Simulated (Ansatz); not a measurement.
## A computed series for Ge: pressure series

The reference is Ge in the diamond structure (space group Fd-3m, No. 227; a = 5.7622 Å).

Cell and atoms are relaxed at each pressure.

The values are results of Kohn–Sham DFT with the PBE functional, run in Ansatz (a first-principles code) with PAW and 420 eV plane waves, spin-orbit coupling left out, earlier PAW set, not measurements.

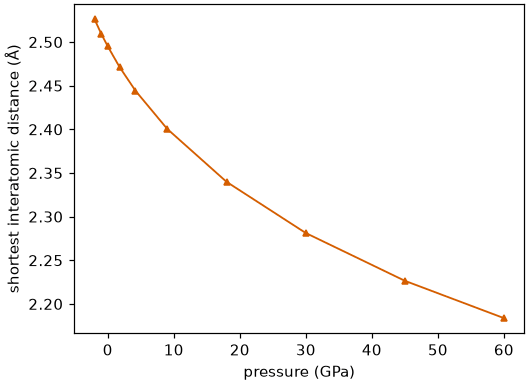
Shortest interatomic distance against pressure

Question: From the plot, what is the shortest interatomic distance for pressure 4.2 GPa?

Answer: About 2.44 Å.

Question: Is the trend monotonic over the range shown?

Answer: Yes, it falls throughout, spanning 2.184 Å to 2.526 Å.

Load acts through the strain it causes; cell and atoms are relaxed under it. Whether these cells are dynamically stable was not tested. Measured, Ge leaves this structure (for the β-tin structure) near 10.6 GPa (room temperature; as listed in arXiv:1906.07825).
